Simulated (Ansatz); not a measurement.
# Co2Sn: a trial structure relaxed, part 2 of 2

The task: take a trial cell of Co2Sn to zero force and stress.

Ansatz 0.2.0; DFT PBE, scalar-relativistic, plane waves, PAW. Earlier steps stand in the parts before.

## (4) Final relaxation

The end of the coarse run is made exact in the group found at a tolerance of 0.06 Å and reduced to its primitive cell.

File input.yaml:

```yaml
crystal:
  lattice:
    - [2.972429842, 0.0, 0.0]
    - [-1.486214921, 2.5741997541, 0.0]
    - [0.0, 0.0, 6.2718362031]
  atoms:
    - { symbol: Co, position: [0.6666666667, 0.3333333333, 0.67674549], spin: -1.58 }
    - { symbol: Co, position: [0.6666666667, 0.3333333333, 0.32325451], spin: -1.58 }
    - { symbol: Sn, position: [0.0, 0.0, 0.0] }
basis:
  ecutwfc: 420
kpoints:
  mp_grid: { grid: [18, 18, 8] }
hamiltonian:
  xc: pbe
scf:
  occupations: { method: gaussian, width: 0.1 }
output:
  forces: true
  stress: true
  eigenvalues: true
  populations: true
magnetization:
  spin_polarized: true
relax:
  adjacent_minimum: "off"
  f_tol: 0.01
  max_steps: 80
  cell: { stress_tol: 0.05 }
```

The run is started by

```console
$ ansatz run input.yaml --threads 4 --pin off --max-ram 8192MiB --backend cpu --events-out ev --progress --plain --runs-dir out
```

What it wrote:

```text
Warning: RAYON_NUM_THREADS=4 ignored (pool sized by the plan → 4); use --threads N
Engine: ansatz 0.2.0, aarch64-unknown-linux-gnu
Pseudopotentials: kind: paw
Pseudopotential: Co, paw, valence charge 17, recommended cutoff 420 eV (normal), Co.paw.azcp
Pseudopotential: Sn, paw, valence charge 14, recommended cutoff 420 eV (normal), Sn.paw.azcp
Functional definition: PBE
  parameter kappa = 0.804
  parameter beta = 0.06672455060314922
  exchange = pbe_x(kappa = kappa, mu = beta*pi^2/3)
  correlation = pbe_c(beta = beta)
Crystal: 3 atoms, lattice volume = 47.990 Å³
Basis set: ecut = 420 eV, 921 PW (Γ), exchange–correlation on 40×40×90 points (8 copies of the dense FFT grid, shifted against one another)
Bands: 31, of which v1, the nominal top of the filled ones, is band 24 counted from 1 (23 counted from 0)
Symmetry: 12 space group operations
Space group: P-6m2 (ITA 187), of the structure as read, at distance tolerance 3.6e-5 Å
Magnetic group: BNS 187.209 (UNI 1439), of the structure as read, at distance tolerance 3.6e-5 Å
k-points: 185 of 2592 (time reversal used)
Non-local potential: Co, projectors of the file, l = 0: 3, l = 1: 2, l = 2: 3, l = 3: 1
Non-local potential: Sn, projectors of the file, l = 0: 2, l = 1: 2, l = 2: 2, l = 3: 2
PAW form: soft (Blöchl's): semilocal exchange-correlation on the pseudo side does not see the compensation charge
PAW one-centre angular grid: Co, 590 points (default); XC on 64 Gauss nodes
PAW one-centre angular grid: Sn, 590 points (default); XC on 64 Gauss nodes
Initial density: superposition of atomic densities (chi_scale 0.1, normalization cell)
Starting moments: Σ|m| = 3.16 μB on 2 of 3 sites
Initial wavefunctions: pseudopotential atomic-orbital guess
Functional: x = pbe(κ = 0.804, μ = 0.2195149727645171), c = pbe(β = 0.06672455060314922)
iter 1 solved again at ethr=1.42e-3 eV; its pass at ethr=3.10e-3 eV (dr2=6.83e-1 eV) is discarded
SCF iter   1: F=—  HF=-16272.164318 eV  |F-HF|=—  |Δ(HF+E_count)|=         —  Δρ=2.79e-2 (↑2.79e-2 ↓2.22e-2)  dr2=6.84e-1  dr2_m=1.92e-1  M=-3.079 μB ∫|m|=3.325 μB  β_m=0.30  ethr=1.42e-3  ⟨swp⟩=1.0  Hψ=56319  notcnv=0
Mixer restart at iter 1: flushing history
preconditioner: auto → Kerker (q_TF=auto, 2.728 Å⁻¹)  [metal: Δε(μ)=0.003 eV  Ē_g=12.325 eV  σ=0.100 eV  W_gap=0.02  n_scr=22 (ndim 8)  ℏωp=30.3 eV  f_vac=0.000  D(μ)=4.47/eV (n_scr^D=50)]
spin=Collinear: Kerker preconditioning applied to the charge; magnetization (m = ρ↑ − ρ↓) channel mixes plain (no charge-response kernel on spin).
SCF iter   2: F=—  HF=-16272.926715 eV  |F-HF|=—  |Δ(HF+E_count)|=   7.62e-1  Δρ=2.29e-2 (↑1.54e-2 ↓2.29e-2)  dr2=7.47e-1  dr2_m=9.42e-2  M=-3.037 μB ∫|m|=3.320 μB  β_m=0.65  ethr=1.42e-3  ⟨swp⟩=2.0  Hψ=13798  notcnv=0
SCF iter   3: F=—  HF=-16274.100057 eV  |F-HF|=—  |Δ(HF+E_count)|=    1.17e0  Δρ=1.27e-2 (↑1.03e-2 ↓1.27e-2)  dr2=6.07e-1  dr2_m=5.97e-3  M=-2.939 μB ∫|m|=3.290 μB  β_m=0.82  ethr=1.42e-3  ⟨swp⟩=2.8  Hψ=18482  notcnv=0  defer=142
SCF iter   4: F=—  HF=-16274.408443 eV  |F-HF|=—  |Δ(HF+E_count)|=   3.08e-1  Δρ=1.56e-2 (↑1.56e-2 ↓1.23e-2)  dr2=4.46e-1  dr2_m=1.68e-3  M=-2.817 μB ∫|m|=3.217 μB  β_m=0.74  ethr=1.27e-3  ⟨swp⟩=2.0  Hψ=15800  notcnv=0  defer=458
SCF iter   5: F=—  HF=-16274.348598 eV  |F-HF|=—  |Δ(HF+E_count)|=   5.98e-2  Δρ=7.53e-3 (↑7.53e-3 ↓6.78e-3)  dr2=5.13e-2  dr2_m=1.61e-4  M=-2.789 μB ∫|m|=3.187 μB  β_m=0.87  ethr=9.28e-4  ⟨swp⟩=2.3  Hψ=17658  notcnv=0  defer=457
SCF iter   6: F=—  HF=-16274.352011 eV  |F-HF|=—  |Δ(HF+E_count)|=         —  Δρ=5.53e-3 (↑5.53e-3 ↓2.15e-3)  dr2=1.72e-2  dr2_m=1.44e-3  M=-2.836 μB ∫|m|=3.234 μB  β_m=0.87  ethr=1.07e-4  ⟨swp⟩=1.8  Hψ=14716  notcnv=0  defer=454
Mixer restart at iter 6: flushing history
SCF iter   7: F=—  HF=-16274.357558 eV  |F-HF|=—  |Δ(HF+E_count)|=   5.55e-3  Δρ=5.16e-3 (↑3.21e-3 ↓5.16e-3)  dr2=1.45e-2  dr2_m=4.53e-4  M=-2.843 μB ∫|m|=3.241 μB  β_m=0.68  ethr=3.57e-5  ⟨swp⟩=2.0  Hψ=22458  notcnv=0  defer=461
SCF iter   8: F=—  HF=-16274.352238 eV  |F-HF|=—  |Δ(HF+E_count)|=   5.32e-3  Δρ=1.41e-3 (↑1.41e-3 ↓4.36e-4)  dr2=7.28e-4  dr2_m=3.24e-4  M=-2.850 μB ∫|m|=3.248 μB  β_m=0.80  ethr=3.03e-5  ⟨swp⟩=2.3  Hψ=19817  notcnv=0  defer=460
SCF iter   9: F=—  HF=-16274.352240 eV  |F-HF|=—  |Δ(HF+E_count)|=   2.02e-6  Δρ=5.96e-4 (↑5.96e-4 ↓4.27e-4)  dr2=2.76e-4  dr2_m=5.86e-6  M=-2.849 μB ∫|m|=3.248 μB  β_m=0.80  ethr=1.52e-6  ⟨swp⟩=2.1  Hψ=16773  notcnv=0  defer=459
SCF iter  10: F=—  HF=-16274.352227 eV  |F-HF|=—  |Δ(HF+E_count)|=   1.23e-5  Δρ=4.04e-4 (↑4.04e-4 ↓2.85e-4)  dr2=1.28e-4  dr2_m=2.61e-6  M=-2.849 μB ∫|m|=3.247 μB  β_m=0.90  ethr=5.75e-7  ⟨swp⟩=1.0  Hψ=11561  notcnv=0  defer=458
SCF iter  11: F=—  HF=-16274.352212 eV  |F-HF|=—  |Δ(HF+E_count)|=   1.57e-5  Δρ=9.40e-5 (↑9.40e-5 ↓5.52e-5)  dr2=3.76e-6  dr2_m=7.90e-7  M=-2.849 μB ∫|m|=3.247 μB  β_m=0.95  ethr=2.67e-7  ⟨swp⟩=2.0  Hψ=14605  notcnv=0  defer=458
SCF iter  12: F=—  HF=-16274.352217 eV  |F-HF|=—  |Δ(HF+E_count)|=   5.83e-6  Δρ=4.30e-5 (↑4.30e-5 ↓2.85e-5)  dr2=2.62e-7  dr2_m=5.10e-7  M=-2.849 μB ∫|m|=3.247 μB  β_m=0.98  ethr=7.84e-9  ⟨swp⟩=2.0  Hψ=20459  notcnv=0  defer=458
SCF iter  13: F=—  HF=-16274.352217 eV  |F-HF|=—  |Δ(HF+E_count)|=   9.69e-8  Δρ=1.80e-5 (↑1.80e-5 ↓3.32e-6)  dr2=8.97e-8  dr2_m=4.41e-8  M=-2.849 μB ∫|m|=3.247 μB  β_m=0.99  ethr=5.45e-10  ⟨swp⟩=2.2  Hψ=15074  notcnv=0  defer=458
SCF iter  14: F=—  HF=-16274.352218 eV  |F-HF|=—  |Δ(HF+E_count)|=   2.70e-8  Δρ=4.80e-6 (↑4.80e-6 ↓1.70e-6)  dr2=5.80e-9  dr2_m=3.28e-9  M=-2.849 μB ∫|m|=3.247 μB  β_m=0.99  ethr=1.87e-10  ⟨swp⟩=2.0  Hψ=14866  notcnv=0  defer=458
SCF iter  15: F=-16274.352218 eV  HF=-16274.352218 eV  |F-HF|=9.50e-9  |Δ(HF+E_count)|=   1.21e-8  Δρ=4.48e-6 (↑4.48e-6 ↓1.08e-6)  dr2=1.26e-8  dr2_m=1.47e-9  M=-2.849 μB ∫|m|=3.247 μB  ethr=1.21e-11  ⟨swp⟩=6.5  Hψ=42887  notcnv=0
SCF 1 converged in 15 iterations: F = -16274.352218 eV  dr2 = 1.26e-8
relax step   1: F+E_penalty+E_count = -16274.35221752 eV  Δ(F+E_penalty+E_count) = +0.000e0 eV  max|allowed force component| = 1.226e-4 eV/Å  Δτ_max = 0.0000 Å  P = +0.375 GPa  Ω = 47.990 Å³  (15 SCF iters, dr2 threshold 1.00e-7 eV, accepted)
[... 18 lines left out ...]
relax step   2: F+E_penalty+E_count = -16274.35664299 eV  Δ(F+E_penalty+E_count) = -4.425e-3 eV  max|allowed force component| = 3.124e-2 eV/Å  Δτ_max = 0.0065 Å  P = +0.679 GPa  Ω = 47.766 Å³  energy of the carried Pulay correction = +1.538e-4 eV  (11 SCF iters, dr2 threshold 3.00e-7 eV, accepted)
[... 16 lines left out ...]
relax step   3: F+E_penalty+E_count = -16274.35118275 eV  Δ(F+E_penalty+E_count) = +5.460e-3 eV  max|allowed force component| = 6.615e-2 eV/Å  Δτ_max = 0.0211 Å  P = -1.735 GPa  Ω = 48.887 Å³  energy of the carried Pulay correction = -6.818e-4 eV  (11 SCF iters, dr2 threshold 3.00e-7 eV, rejected (line search))
[... 20 lines left out ...]
relax step   4: F+E_penalty+E_count = -16274.35810171 eV  Δ(F+E_penalty+E_count) = -1.459e-3 eV  max|allowed force component| = 3.054e-3 eV/Å  Δτ_max = 0.0093 Å  P = -0.036 GPa  Ω = 48.049 Å³  energy of the carried Pulay correction = -6.358e-5 eV  (16 SCF iters, accepted)
[... 12 lines left out ...]
relax step   5: F+E_penalty+E_count = -16274.35814287 eV  Δ(F+E_penalty+E_count) = -4.116e-5 eV  max|allowed force component| = 3.122e-4 eV/Å  Δτ_max = 0.0011 Å  P = +0.005 GPa  Ω = 48.034 Å³  energy of the carried Pulay correction = -5.172e-5 eV  (8 SCF iters, dr2 threshold 5.09e-8 eV, accepted)
[... 15 lines left out ...]
relax step   6: F+E_penalty+E_count = -16274.35824003 eV  Δ(F+E_penalty+E_count) = -9.716e-5 eV  max|allowed force component| = 9.587e-5 eV/Å  Δτ_max = 0.0000 Å  P = +0.009 GPa  Ω = 48.034 Å³  stress off target by 1.32e-2 GPa  SCF on the basis re-selected at this cell (its energy is not comparable with the rows above)  (11 SCF iters)
basis re-selected at this cell: Δ(F+E_penalty+E_count) = -9.716e-5 eV, ΔP = +0.003 GPa vs the last step (what re-selecting the basis moved, of the pressure what is left beyond the Pulay correction that the steps carried, after the strain that the cell walked since its last selection, with what the two solves' SCF thresholds leave and, on support functions, any second-order correction that the steps lacked; it is no measure of the basis error at this ecutwfc). This SCF's stress stands 1.32e-2 GPa from its target on what of the cell is left free (relax.cell.stress_tol is 5.00e-2 GPa) and its largest allowed force component is 9.59e-5 eV/Å (relax.f_tol is 1.00e-2 eV/Å): within both
SCF converged after 11 iterations
Magnetization: -2.9886 μB (22.5057 up, 25.4943 down)
Absolute magnetization: 3.3699 μB (∫|ρ↑−ρ↓|, with the PAW one-centre terms)
Spin contamination: 0.0788 ħ² per cell (⟨S²⟩ above its minimum at these occupations)
Per-site moments (μB) at R_I (Å): [(-1.5474987674725442, 0.9169798455509109), (-1.5474987674725442, 0.9169798455509109), (0.0288618547606801, 1.1074065176232997)]
Free energy (F): -16274.358240 eV
Harris-Foulkes:  -16274.358240 eV  (|F-HF|=1.09e-11)
Internal energy: -16274.336113 eV  (E = F + TS)
E sigma→0 (E₀):  -16274.347177 eV
Entropy (-TS):   -0.022127 eV (-7.376 meV/atom)
Fermi energy:    14.673719 eV
--- Per-component energies (eV) ---
  E_band       = -651.858921
  E_kinetic    = 1090.744649
  E_local      = -7394.060529  (includes V_loc(G=0)·N_el)
  E_nonlocal   = 890.093592
  E_hartree    = 3306.101288
  E_xc         = -696.859973
  E_vxc        = -501.664898  (∫ρ·V_xc dr)
  E_paw        = -7176.704224  (= ΣΔE_a)
  E_vpaw       = -1349.174333  (= ΣTr[D̂ρ^β])
  E_aug_tail   = 0.000183  (compensation charges beyond the density's cutoff)
  E_ewald      = -6293.651099
  E_smearing   = -0.022127  (= −TS)
  E_closure    = -0.000000  (closes the sum)
  Σ components = -16274.358240   (vs F -16274.358240, Δ=0.00e0)
--- Forces (eV/Å), atoms counted from 1 ---
  atom   1  Co    -0.00000000     0.00000000     0.00009587
  atom   2  Co     0.00000000     0.00000000    -0.00009587
  atom   3  Sn     0.00000000    -0.00000000    -0.00000000
  max |Σ_I F_I| component: 5.55e-17 eV/Å
--- Stress (GPa, compression-positive) ---
        0.006456       0.000000       0.000000
        0.000000       0.006456       0.000000
        0.000000       0.000000       0.013192
  P = ⅓ Tr σ = 0.0087 GPa (0.087 kbar)
--- Band table (eV; the first three rows and the last of 370) ---
  k-point 0 ↑: bands = ["-79.2724", "-79.2342", "-42.8502", "-42.5792", "-42.5162", "-42.5162", "-42.4886", "-42.4886", "-7.3096", "-7.3096", "-7.2461", "-6.9231", "-6.9231", "2.2479", "8.5798", "9.9899", "12.6993", "13.6359", "13.8583", "13.8583", "13.9894", "13.9894", "14.2505", "14.2505", "14.9755", "14.9755", "21.7724", "22.8483", "25.3669", "25.3669", "26.3074"]
[... 3 lines left out ...]
--- Relaxed structure (5 steps of the walk, 4 accepted, 1 SCFs on fresh bases) ---
  F+E_penalty+E_count = -16274.35824003 eV   max|allowed force component| = 9.587e-5 eV/Å   (the final SCF, on the basis selected at the relaxed cell)
  cell:  # Å, volume = 48.0341 Å³
    - [2.950034301882404, 0.0, 0.0]
    - [-1.475017150941202, 2.5548046474656534, 0.0]
    - [0.0, 0.0, 6.373303716525885]
  atoms:
    - { symbol: Co, position: [0.6666666666666666, 0.33333333333333326, 0.6743978902178807] }
    - { symbol: Co, position: [0.6666666666666666, 0.33333333333333326, 0.3256021097821194] }
    - { symbol: Sn, position: [-2.8783559898885975e-17, 5.785820705157024e-33, 0.0] }
--- Löwdin populations: 3 sites ---
  site symbol       q [e]    m [muB]
     0     Co     16.6519    -1.5647
     1     Co     16.6519    -1.5647
     2     Sn     14.2837     0.0655
  spilling = 0.008593 (of n_electrons = 48.000000)
```

Run time: 2 min. Hardware: 4 threads of Arm Neoverse V2, shared host; peak memory 0.69 GiB.

Step by step:

```csv
step,E - E(step 1) (eV/cell),largest force component (eV/Å),pressure (GPa),volume (Å³)
1,0.0000,0.0001,0.37,47.99
2,-0.0044,0.0312,0.68,47.77
3,0.0010,0.0661,-1.73,48.89
4,-0.0059,0.0031,-0.04,48.05
5,-0.0059,0.0003,0.01,48.03
6,-0.0060,0.0001,0.01,48.03
```

Step 1 is the start. Step 6 repeats the geometry before it on a plane-wave basis chosen anew for that cell, so its energy need not be comparable with the rows above. Step 3 was tried and not accepted.

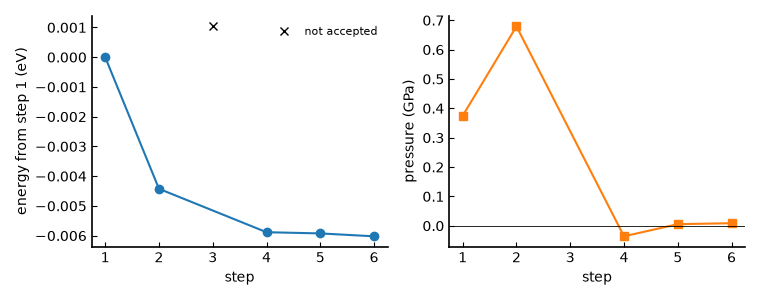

Energy and pressure along the relaxation.

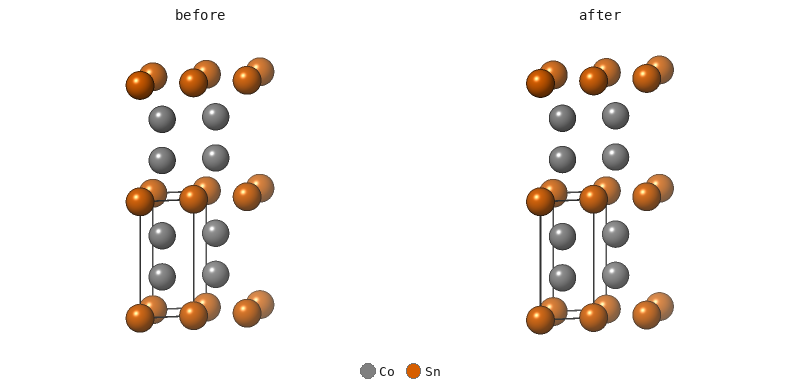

Before and after, at one scale.

|  | before | after | change |
| --- | --- | --- | --- |
| a (Å) | 2.972 | 2.950 | -0.8 % |
| b (Å) | 2.972 | 2.950 | -0.8 % |
| c (Å) | 6.272 | 6.373 | +1.6 % |
| volume (Å³/atom) | 16.00 | 16.01 | +0.1 % |
| shortest distance (Å) | 2.217 | 2.223 | +0.3 % |
| space group (0.01 Å) | P-6m2 | P-6m2 | same |

Forces and stress were held to the start's 12 operations: a distortion of lower symmetry was not tested.

By site:

| atom | moment in the atom's sphere (μB) | Löwdin electrons |
| --- | --- | --- |
| Co1 | -1.55 | 16.65 |
| Co2 | -1.55 | 16.65 |
| Sn3 | 0.03 | 14.28 |

The Löwdin counts miss 0.41 of the 48 electrons, which the atomic orbitals do not span, so they are no charges.

## (5) What came out

The summary covers parts 1 to 2. Changes of volume or cell count from the first structure of part 1.

| quantity | value |
| --- | --- |
| symmetry at the end (tolerance 0.05 Å) | space group P-6m2 (No. 187) |
| conventional cell | a = 2.950 Å, b = 2.950 Å, c = 6.373 Å, α = 90.00°, β = 90.00°, γ = 120.00° |
| volume | 16.01 Å³/atom |
| energy over the elements, grey Sn | +0.72 eV/atom |
| gap on the mesh | none (metal) |
| total moment | -2.99 μB/cell |

What this shows: The space group P-6m2 (No. 187) is kept, and the volume per atom shrinks by 1.4 % from the first guess. With a positive formation energy it can't be a ground state. No finished test with a distortion of lower symmetry is shown, so the end may be a saddle point. Other magnetic orders were not searched.
